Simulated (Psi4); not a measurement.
**C3H7F (2-fluoropropane) at PBE/cc-pVDZ**

What is the energy change on altering one bond length of C3H7F (2-fluoropropane) at PBE/cc-pVDZ? 

The calculation is run with Psi4 1.11.

**1. The structure to begin with**

The species is C3H7F (11 atoms), meant as a singlet with charge 0. SMILES: `CC(C)F`. The shape is that of a PBE0-D4/def2-TZVP optimisation.

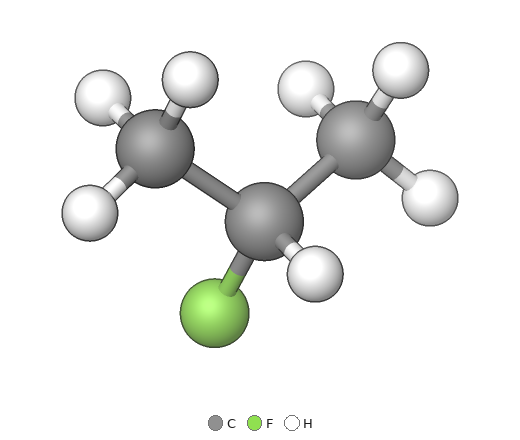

The structure, seen from a chosen angle (carbon grey, fluorine green, hydrogen white).

**2. Energy and gradient at PBE/cc-pVDZ**

The input, calc.inp:

```
memory 1600 MB

molecule geom {
  0 1
  C     -0.234500     1.045100    -0.703000
  C     -0.479600    -0.306600    -0.081300
  C      0.626400    -0.766200     0.834700
  F     -0.614100    -1.242400    -1.108400
  H     -1.041900     1.303400    -1.390000
  H     -0.180600     1.814100     0.071000
  H      0.707700     1.043900    -1.256000
  H     -1.436600    -0.307200     0.453700
  H      1.578500    -0.788700     0.299400
  H      0.417300    -1.766700     1.216600
  H      0.722800    -0.085600     1.683800
  symmetry c1
}

set puream true
set e_convergence 1e-09
set d_convergence 1e-08
set scf_type pk
set dft_radial_points 99
set dft_spherical_points 590

E, wfn = gradient("pbe/cc-pVDZ", return_wfn=True)
oeprop(wfn, "DIPOLE", "QUADRUPOLE", "WIBERG_LOWDIN_INDICES", title="PBE")
```

Launch:

```console
psi4 -n 1 calc.inp calc.out
```

calc.out:

```text
[...]
  Running in c1 symmetry.
[...]
  Nuclear repulsion =  133.058599214639941
[...]
  Multiplicity = 1
[...]
  Nalpha       = 17
  Nbeta        = 17
[...]
    Number of basis functions: 91
[...]
   @RKS iter   1:  -217.65907824991987   -4.93553e-02   1.00824e-02 DIIS/ADIIS
[...]
   @RKS iter  11:  -218.11301215365117   -8.15703e-12   8.24508e-09 DIIS
[...]
    Orbital Energies [Eh]
    ---------------------
    Doubly Occupied:
       1A    -24.234251     2A     -9.961145     3A     -9.888822
       4A     -9.888798     5A     -1.069744     6A     -0.712862
       7A     -0.630217     8A     -0.530536     9A     -0.443473
      10A     -0.413108    11A     -0.396887    12A     -0.348986
      13A     -0.346950    14A     -0.331966    15A     -0.321800
      16A     -0.267773    17A     -0.263531
[...]
  @RKS Final Energy:  -218.11301215365117
   => Energetics <=
    Nuclear Repulsion Energy =            133.0585992146399406
    One-Electron Energy =                -561.4496233297395520
    Two-Electron Energy =                 239.3920591894176368
    DFT Exchange-Correlation Energy =     -29.1140472279691629
    Empirical Dispersion Energy =           0.0000000000000000
    VV10 Nonlocal Energy =                  0.0000000000000000
    Total Energy =                       -218.1130121536511695
[...]
  -Total Gradient:
     Atom            X                  Y                   Z
    ------   -----------------  -----------------  -----------------
       1        0.001108087097     0.002607228718    -0.002917638179
       2       -0.004042214328    -0.001899640601     0.000080147642
       3        0.003303682252    -0.002087899267     0.001028231752
       4        0.001178364216     0.009409247493     0.010409595207
       5        0.007759260555    -0.002709539652     0.006934786907
       6       -0.000667558659    -0.008262346348    -0.007052865153
       7       -0.009268394535    -0.000220640950     0.005688898264
       8        0.010049408396    -0.000976159213    -0.006781679028
       9       -0.009585560240     0.000441984836     0.005133061206
      10        0.001764974935     0.009909380597    -0.003795403491
      11       -0.001610953413    -0.006218626702    -0.008729325626
[...]
 Multipole Moments:
 ------------------------------------------------------------------------------------
     Multipole            Electronic (a.u.)      Nuclear  (a.u.)        Total (a.u.)
 ------------------------------------------------------------------------------------
 L = 1.  Multiply by 2.5417464519 to convert [e a0] to [Debye]
 Dipole X            :         -2.2818586            2.3802645            0.0984059
 Dipole Y            :         -3.9403030            4.3660588            0.4257558
 Dipole Z            :         -3.3637887            3.8102795            0.4464907
 Magnitude           :                                                    0.6247445
 L = 2.  Multiply by 1.3450342976 to convert [e a0^2] to [Debye ang]
 Quadrupole XX       :        -66.9571780           48.4033497          -18.5538283
 Quadrupole XY       :          1.8905715           -2.2886398           -0.3980682
[...]
```

It took 21 s on 1 thread of AMD EPYC 9R45 (Zen 5), shared host; peak memory 0.89 GiB.

**3. The distorted shape at the same level**

The input, c3h7f.py:

```python
import psi4

psi4.set_memory('1600 MB')
psi4.set_num_threads(1)
psi4.core.set_output_file('c3h7f.out', False)

geom = psi4.geometry("""
0 1
C     -0.375854     1.045280    -0.620036
C     -0.620954    -0.306420     0.001664
C      0.485046    -0.766020     0.917664
F     -0.755454    -1.242220    -1.025436
H     -1.183254     1.303580    -1.307036
H     -0.321954     1.814280     0.153964
H      0.707700     1.043900    -1.256000
H     -1.577954    -0.307020     0.536664
H      1.437146    -0.788520     0.382364
H      0.275946    -1.766520     1.299564
H      0.581446    -0.085420     1.766764
units angstrom
symmetry c1
""")

psi4.set_options({
    'basis': 'cc-pVDZ',
    'reference': 'rks',
    'puream': True,
    'e_convergence': 1e-09,
    'd_convergence': 1e-08,
    'scf_type': 'pk',
    'dft_radial_points': 99,
    'dft_spherical_points': 590,
})

e_tot, wfn = psi4.gradient("pbe", return_wfn=True)
print('gradient / Eh bohr^-1')
print(e_tot.np.round(6))
print(f'energy = {wfn.energy():.10f} Eh')
```

Launch:

```console
python c3h7f.py
```

c3h7f.out, shortened:

```text
[...]
  Running in c1 symmetry.
[...]
  Nuclear repulsion =  132.459215777304593
[...]
  Multiplicity = 1
[...]
  Nalpha       = 17
  Nbeta        = 17
[...]
    Number of basis functions: 91
[...]
   @RKS iter   1:  -217.65077031923687   -8.12124e-02   1.00130e-02 DIIS/ADIIS
[...]
   @RKS iter  12:  -218.10363634862665   -2.58638e-12   4.36491e-09 DIIS
[...]
    Orbital Energies [Eh]
    ---------------------
    Doubly Occupied:
       1A    -24.234784     2A     -9.963032     3A     -9.903355
       4A     -9.889141     5A     -1.070278     6A     -0.711702
       7A     -0.626446     8A     -0.527578     9A     -0.442820
      10A     -0.413982    11A     -0.396202    12A     -0.349769
      13A     -0.341098    14A     -0.324676    15A     -0.319784
      16A     -0.268514    17A     -0.264176
[...]
  @RKS Final Energy:  -218.10363634862665
   => Energetics <=
    Nuclear Repulsion Energy =            132.4592157773045926
    One-Electron Energy =                -560.2744805196657580
    Two-Electron Energy =                 238.7745281930976375
    DFT Exchange-Correlation Energy =     -29.0628997993631479
    Empirical Dispersion Energy =           0.0000000000000000
    VV10 Nonlocal Energy =                  0.0000000000000000
    Total Energy =                       -218.1036363486266509
[...]
 Multipole Moments:
[...]
  -Total Gradient:
     Atom            X                  Y                   Z
    ------   -----------------  -----------------  -----------------
       1       -0.052701540688     0.003700696520     0.028142155729
       2       -0.008209369459    -0.001594414397     0.002915167967
       3        0.003446116681    -0.001801317291     0.000625635099
       4        0.001659288317     0.009423761158     0.009780764095
       5        0.005756119180    -0.002736190045     0.008796806305
       6       -0.002968223615    -0.008630884944    -0.006204017950
       7        0.051658116695    -0.000496501182    -0.030028882988
       8        0.010401829483    -0.001862589161    -0.006687603272
       9       -0.009301791676     0.000306630370     0.005282009222
      10        0.001857127142     0.009916576386    -0.003877336274
      11       -0.001608551395    -0.006234823322    -0.008749360285
[...]
```

Standard output:

```text
gradient / Eh bohr^-1
[[-0.052702  0.003701  0.028142]
 [-0.008209 -0.001594  0.002915]
 [ 0.003446 -0.001801  0.000626]
 [ 0.001659  0.009424  0.009781]
 [ 0.005756 -0.002736  0.008797]
 [-0.002968 -0.008631 -0.006204]
 [ 0.051658 -0.000497 -0.030029]
 [ 0.010402 -0.001863 -0.006688]
 [-0.009302  0.000307  0.005282]
 [ 0.001857  0.009917 -0.003877]
 [-0.001609 -0.006235 -0.008749]]
energy = -218.1036363486 Eh
```

Wall time 22 s (1 thread of AMD EPYC 9R45 (Zen 5), shared host); peak memory 0.88 GiB.

**4. What came out**

Level: PBE/cc-pVDZ.

| quantity | value |
| --- | --- |
| first shape: total energy | -218.11301 Eh |
| first shape: dipole moment | 1.59 D |
| first shape: HOMO energy | -7.17 eV |
| first shape: LUMO energy | 1.10 eV |
| first shape: HOMO–LUMO gap | 8.27 eV |
| first shape: largest force on an atom | 0.724 eV/Å |
| distorted shape: total energy | -218.10364 Eh |
| distorted shape: dipole moment | 1.61 D |
| distorted shape: HOMO energy | -7.19 eV |
| distorted shape: LUMO energy | 1.00 eV |
| distorted shape: HOMO–LUMO gap | 8.19 eV |
| distorted shape: largest force on an atom | 3.078 eV/Å |
| energy change with the C1–H7 bond stretched from 1.092 to 1.256 Å | 0.255 eV |

**Reading.** With the C1–H7 bond stretched from 1.092 to 1.256 Å the energy rises by 0.26 eV (24.6 kJ/mol). The first shape isn't relaxed at this level, so the change isn't measured from a minimum. The largest force (first shape) is 0.72 eV/Å: the shape isn't a stationary point for this species at this level.
